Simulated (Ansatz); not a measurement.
**What a change does: single-point calculation on CH$_{5}$Cl$_{2}$NSn**

System: CH$_{5}$Cl$_{2}$NSn.
Method of run 1: RKS SPW92/def2-TZVPP (Ansatz 0.2.0).

The geometry comes from this level: PBE0-D4/def2-TZVP. Text and figures count atoms from 1; the logs count them from 0 in places.

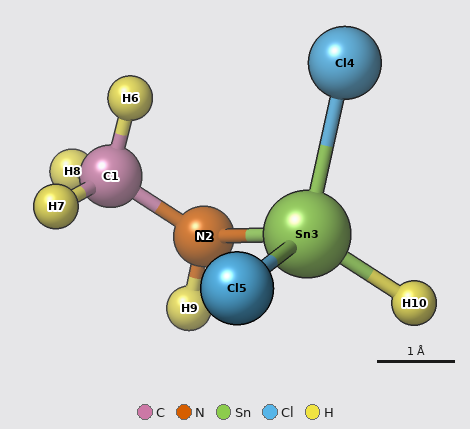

**Figure 1.** The input geometry (ball-and-stick view, seen at a tilt; atoms are numbered from 1 in the order of the input). Sticks mark near contacts.

## The input, run 1
```yaml
crystal:
  periodic: [false, false, false]
  atoms:
    - {symbol: C, position_ang: [-0.820558, -0.722803, 1.006107]}
    - {symbol: N, position_ang: [0.537969, -0.355118, 0.631975]}
    - {symbol: Sn, position_ang: [0.847611, 0.627720, -1.077571]}
    - {symbol: Cl, position_ang: [-0.132596, -0.682383, -2.710968]}
    - {symbol: Cl, position_ang: [-0.323398, 2.642946, -1.139966]}
    - {symbol: H, position_ang: [-1.311621, -1.210688, 0.161577]}
    - {symbol: H, position_ang: [-1.446641, 0.121464, 1.319062]}
    - {symbol: H, position_ang: [-0.790258, -1.448422, 1.823711]}
    - {symbol: H, position_ang: [1.042427, 0.053033, 1.408235]}
    - {symbol: H, position_ang: [2.480065, 0.923052, -1.419163]}
basis:
  gaussian: {orbitals: def2-TZVPP}
hamiltonian: {xc: lda}
output: {orbitals: {seedname: orbitals}}
```

Hardware: 4 CPU threads, shared host.

## Output (run 1)
```
Functional definition: SPW92
  exchange = slater_x
  correlation = pw_c
1606 factors; their error is unknown
mean field evaluation 1: about -33362.7302 eV, gradient 8.1e1 eV
mean field evaluation 2: about -33264.0203 eV, gradient 1.8e2 eV
mean field evaluation 4: about -33376.0885 eV, gradient 1.8e1 eV
mean field evaluation 8: about -33376.7405 eV, gradient 2.1e-1 eV
mean field evaluation 16: about -33376.7114 eV, gradient 7.4e-4 eV
mean field -33376.71143147 eV, -1226.5715215589 hartree, gradient 5.4e-5 eV, S^2 0.000000; 0 other end points of the search recorded, 0 dependent functions left out
reference -33376.71147826 eV, -1226.5715232783 hartree; 37, 37 occupied and 229, 229 virtual orbitals, 1606 factors
Total energy: -33376.71147826 eV, -1226.5715232783 hartree
```

Run 2 used a changed input.

## The two runs side by side

| quantity | run 1 | run 2 |
| --- | --- | --- |
| outcome | converged | converged |
| total energy (hartree) | −1226.571523 | −1230.479656 |
| HOMO (eV) | −6.14 | −6.39 |
| LUMO (eV) | −2.56 | −2.02 |
| basis functions | 266 | 266 |
| wall time (shared host) | 1.1 s | 5.5 s |

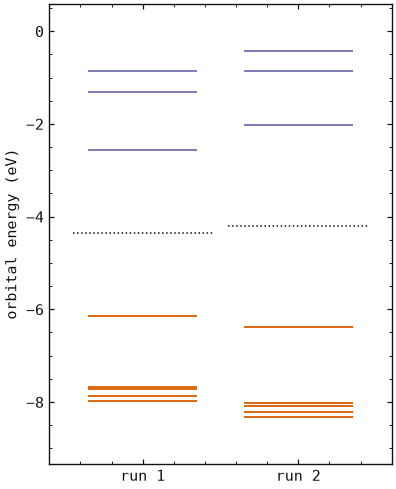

**Figure 2.** The five highest filled and three lowest empty orbital energies of the two runs; the dotted lines part filled from empty levels. The HOMO–LUMO gap is 3.57 eV in run 1 and 4.37 eV in run 2.

Which change of the input explains these differences?

The change (lines with − go, lines with + come):
```diff
-hamiltonian: {xc: lda}
+hamiltonian: {xc: {name: B97M-V}}
```

The total energies belong to different methods, so their difference says nothing on which is more stable or more accurate. The HOMO goes from −6.14 to −6.39 eV. The LUMO goes from −2.56 to −2.02 eV.

## Output (run 2)
```
Functional definition: B97M-V
  parameter cx00 = 1.000
  parameter cx01 = 1.308
  parameter cx02 = 1.901
  parameter cx10 = 0.416
  parameter cx11 = 3.070
  parameter css00 = 1.000
  parameter css02 = -1.855
  parameter css10 = -5.668
  parameter css32 = -20.497
  parameter css42 = -20.364
  parameter cos00 = 1.000
  parameter cos01 = 1.573
  parameter cos03 = -6.298
  parameter cos10 = 2.535
  parameter cos32 = -6.427
  parameter b = 6.0
  parameter c = 0.01
  gx(w, u) = cx00 + cx01*u + cx02*u^2 + (cx10 + cx11*u)*w
  gss(w, u) = css00 + css02*u^2 + css10*w + (css32*w^3 + css42*w^4)*u^2
  gos(w, u) = cos00 + cos01*u + cos03*u^3 + cos10*w + cos32*w^3*u^2
  exchange = spin_sum(e_x_unif_s*gx(b97_w, b97_u_x))
  correlation = spin_sum(e_c_pw_mod_same_spin*gss(b97_w, b97_u_same))
      + integral(e_c_pw_mod_opposite_spin*gos(b97_w_opposite, b97_u_opposite)) + vv10(b, c)
1606 factors; their error is unknown
mean field evaluation 1: about -33472.7464 eV, gradient 6.8e1 eV
mean field evaluation 2: about -33414.7385 eV, gradient 1.5e2 eV
mean field evaluation 4: about -33482.8201 eV, gradient 1.1e1 eV
mean field evaluation 8: about -33483.0793 eV, gradient 1.1e-1 eV
mean field evaluation 16: about -33483.0571 eV, gradient 5.6e-4 eV
mean field -33483.05711941 eV, -1230.4796535072 hartree, gradient 2.6e-5 eV, S^2 0.000000; 0 other end points of the search recorded, 0 dependent functions left out
reference -33483.05719035 eV, -1230.4796561141 hartree; 37, 37 occupied and 229, 229 virtual orbitals, 1606 factors
Total energy: -33483.05719035 eV, -1230.4796561141 hartree
```
